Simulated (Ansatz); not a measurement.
# C2H5FO2: rigid torsion scan, by script

The task is a rigid torsion scan, for C2H5FO2.

Program: Ansatz 0.2.0, driven from Python. Level of theory: r2SCAN0/def2-SVP. These are calculated values, not measurements.

### 1 The system

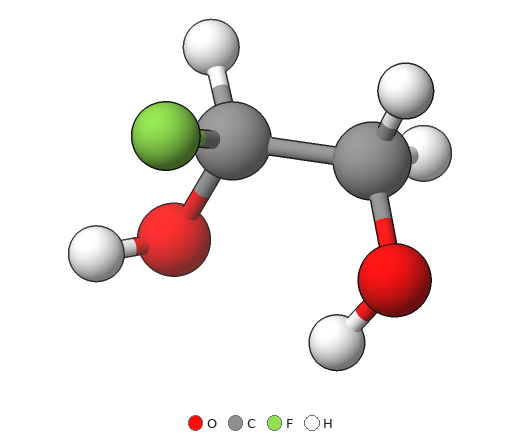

The starting structure, viewed from a chosen angle; oxygen red, carbon grey, fluorine green, hydrogen white.

The script holds or builds the structure itself.

### 2 The code

The input, torsion_c2h5fo2.py:

```python
'''Rigid torsion scan of C2H5FO2.'''

import ansatz as az
from ase import Atoms

atoms = Atoms(['O', 'C', 'C', 'O', 'F', 'H', 'H', 'H', 'H', 'H'], positions=[
    (-1.5295, -0.2852, -0.6321),
    (-0.5021, -0.8608, 0.066),
    (0.5592, 0.1565, 0.3981),
    (1.0088, 0.9235, -0.7381),
    (0.1355, 1.0528, 1.2915),
    (-1.1562, 0.3897, -1.2776),
    (-0.0685, -1.6371, -0.5806),
    (-0.8669, -1.2996, 0.9651),
    (1.4863, -0.309, 0.8677),
    (1.0164, 1.818, -0.3569),
])

# start the scan from a relaxed geometry
first = (
    az.Crystal.molecule_from_ase(atoms).calculation()
    .basis(gaussian='def2-SVP')
    .functional('r2scan0')
    .relax(force_tolerance=0.02, max_steps=80)
)
atoms.positions = first.run().report['positions_ang']

start = atoms.get_dihedral(1, 2, 3, 9)
energies = {}
for turn in range(0, 360, 30):
    turned = atoms.copy()
    turned.set_dihedral(1, 2, 3, 9, start + turn, indices=[3, 9])
    calc = (
        az.Crystal.molecule_from_ase(turned).calculation()
        .basis(gaussian='def2-SVP')
        .functional('r2scan0')
    )
    energies[round((start + turn) % 360)] = calc.run().report['free_energy_ev']
floor = min(energies.values())
print('dihedral C1-C2-O3-H9 (deg)   E - E(min) (eV)')
for angle, e in sorted(energies.items()):
    print(f'{angle:8d} {(e - floor):14.3f}  ' + '#' * int(30 * (e - floor) / max(max(energies.values()) - floor, 1e-9)))
```

### 3 The input behind the calls

The engine receives this input (first run):

```yaml
crystal:
  periodic: [false, false, false]
  atoms:
    - { symbol: O, position_ang: [-1.5295, -0.2852, -0.6321] }
    - { symbol: C, position_ang: [-0.5021, -0.8608, 0.066] }
    - { symbol: C, position_ang: [0.5592, 0.1565, 0.3981] }
    - { symbol: O, position_ang: [1.0088, 0.9235, -0.7381] }
    - { symbol: F, position_ang: [0.1355, 1.0528, 1.2915] }
    - { symbol: H, position_ang: [-1.1562, 0.3897, -1.2776] }
    - { symbol: H, position_ang: [-0.0685, -1.6371, -0.5806] }
    - { symbol: H, position_ang: [-0.8669, -1.2996, 0.9651] }
    - { symbol: H, position_ang: [1.4863, -0.309, 0.8677] }
    - { symbol: H, position_ang: [1.0164, 1.818, -0.3569] }
basis:
  gaussian:
    orbitals: def2-SVP
hamiltonian:
  xc: r2scan0
relax:
  f_tol: 0.02
  max_steps: 80
```

### 4 Launch

Launch:

```bash
$ python torsion_c2h5fo2.py
```

The program printed:

```text
dihedral C1-C2-O3-H9 (deg)   E - E(min) (eV)
      26          0.527  ##############################
      56          0.362  ####################
      86          0.223  ############
     116          0.145  ########
     146          0.049  ##
     176          0.000
     206          0.049  ##
     236          0.148  ########
     266          0.224  ############
     296          0.282  ################
     326          0.364  ####################
     356          0.478  ###########################
```

Run time: 61 s. Hardware: 1 thread of Intel Xeon 6975P-C (Granite Rapids), shared host; peak memory 0.29 GiB.

### 5 Path of the relaxation of run 0

Step by step:

```csv
step,energy from step 1 (eV),largest force component (eV/Å)
1,0.0000,2.9121
2,-0.2804,1.3019
3,-0.3374,0.7346
4,-0.3707,0.4692
5,-0.3485,1.7378
6,-0.3910,0.3136
7,-0.4003,0.0584
8,-0.3814,0.4809
9,-0.4019,0.1099
10,-0.4020,0.0194
```

Step 1 is the start. Steps 5, 8 were tried and not accepted.

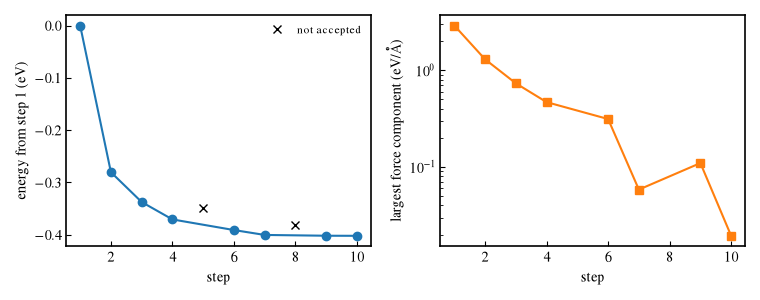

Energy and largest force along the relaxation.

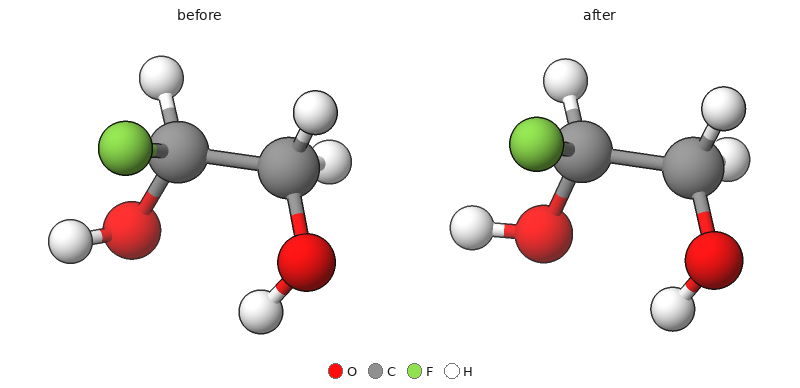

The structure before (left) and after (right) the relaxation, drawn at the same scale.

Before: Bond lengths: O1–C2 1.369 Å, C2–C3 1.507 Å, C3–O4 1.443 Å, C3–F5 1.335 Å, O1–H6 1.006 Å, C2–H7 1.099 Å, C2–H8 1.065 Å, C3–H9 1.139 Å, O4–H10 0.972 Å. Angles: O1–C2–C3 110.9°, O1–C2–H7 107.0°, O1–C2–H8 110.3°, C3–C2–H7 109.2°, C3–C2–H8 109.5°, H7–C2–H8 109.9°, C2–O1–H6 109.3°, C2–C3–O4 113.9°, C2–C3–F5 112.2°, C2–C3–H9 112.8°, O4–C3–F5 105.6°, O4–C3–H9 106.8°, F5–C3–H9 104.9°, C3–O4–H10 100.5°.

After: Bond lengths: O1–C2 1.387 Å, C2–C3 1.508 Å, C3–O4 1.374 Å, C3–F5 1.369 Å, O1–H6 0.961 Å, C2–H7 1.105 Å, C2–H8 1.096 Å, C3–H9 1.103 Å, O4–H10 0.959 Å. Angles: O1–C2–C3 111.6°, O1–C2–H7 112.8°, O1–C2–H8 108.4°, C3–C2–H7 107.5°, C3–C2–H8 108.7°, H7–C2–H8 107.7°, C2–O1–H6 106.7°, C2–C3–O4 107.3°, C2–C3–F5 110.3°, C2–C3–H9 111.4°, O4–C3–F5 109.1°, O4–C3–H9 112.3°, F5–C3–H9 106.4°, C3–O4–H10 109.3°.

Run 0 is this relaxation; the runs after it count from 1.

### 6 Run by run

The 12 runs, in the order started:

```
run  turn (°)  energy from run 1 (eV)  SCF cycles  CPU time (s)
  1         0                  0.0000          17           2.2
  2        30                  0.0495          17           2.3
  3        60                  0.1481          18           2.3
  4        90                  0.2240          17           2.2
  5       120                  0.2816          18           2.3
  6       150                  0.3641          17           2.2
  7       180                  0.4776          17           2.2
  8       210                  0.5273          16           2.2
  9       240                  0.3618          16           2.2
 10       270                  0.2234          17           2.2
 11       300                  0.1447          17           2.3
 12       330                  0.0492          17           2.2
```

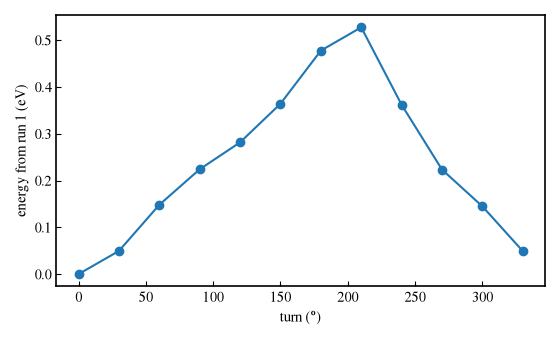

Energy against turn; lines join the points.

### 7 Results

| quantity | value |
| --- | --- |
| runs compared | 12 |
| range of energy | 0.527 eV |
| lowest point, turn (°) | 0 |

What this shows: The lowest point is at 176° and the highest at 26°, 0.527 eV (50.8 kJ/mol) above it, with the rest of the molecule held. Run 0: After 7 moves the largest shift is 0.421 Å, of atom 10 (H). The scan is rigid and the energies are electronic, in a modest basis. With rigid groups the curve can differ much from the relaxed path, the start wasn't checked as a minimum of this torsion, and equivalent turns needn't return to the same energy.
